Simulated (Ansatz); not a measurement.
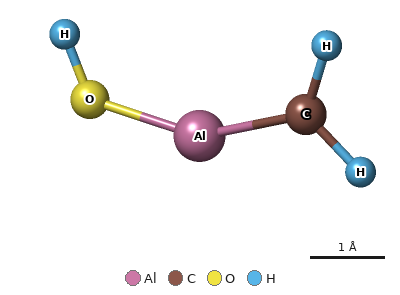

This is the input geometry for a relaxation of CH3AlO. The picture is a ball-and-stick view, seen at a tilt.

It is one of the separated products of a reaction.

All numbers below come from RKS PBE0-D4/def2-TZVP (Ansatz 0.2.0).

Input
```yaml
crystal:
  periodic: [false, false, false]
  atoms:
    - {symbol: Al, position_ang: [-0.908511, 0.673654, 0.061410]}
    - {symbol: C, position_ang: [-0.479356, 2.177333, 0.939937]}
    - {symbol: O, position_ang: [-2.034736, -0.526521, -0.425082]}
    - {symbol: H, position_ang: [-1.164918, 2.847197, 1.448476]}
    - {symbol: H, position_ang: [0.546875, 2.542716, 0.932512]}
    - {symbol: H, position_ang: [-2.969714, -0.470816, -0.239525]}
basis:
  gaussian: {orbitals: def2-TZVP}
hamiltonian: {xc: pbe0, dispersion: d4}
relax: {f_tol: 0.005, max_steps: 200}
```

Run as
```bash
ansatz run in.yaml --threads 8 --pin off --events-out ev --progress --plain --max-ram 19148MiB
```

> Predict the outcome.

After 8 geometry steps the energy has fallen by 40.6 kJ/mol. Largest force component: 1.6 eV/Å at the start, 0.0034 eV/Å at the end. The atom that moves furthest after the best rigid fit is H6 (0.66 Å). Largest moves by element: H 0.66 Å, Al 0.56 Å, O 0.34 Å, C 0.20 Å. Some distances before and after: Al1–O3 1.716 → 1.680 Å, Al1–C2 1.794 → 1.812 Å, C2–H4 1.085 → 1.091 Å. Bond angles that change, for instance: Al1–C2–H4 126.6° → 115.6°, C2–Al1–O3 151.9° → 159.9°, Al1–O3–H6 123.1° → 128.4°.

Final geometry:

```xyz
6

Al   -1.3265    1.0306   -0.0242
C    -0.5114    2.1538    1.1402
O    -2.2006   -0.2841   -0.5985
H    -0.9564    3.1457    1.2289
H     0.5764    2.1970    1.0719
H    -2.5918   -0.9994   -0.1004
```

The end point in the same view:

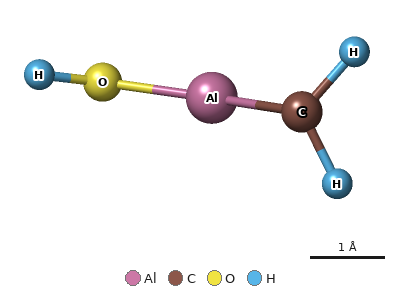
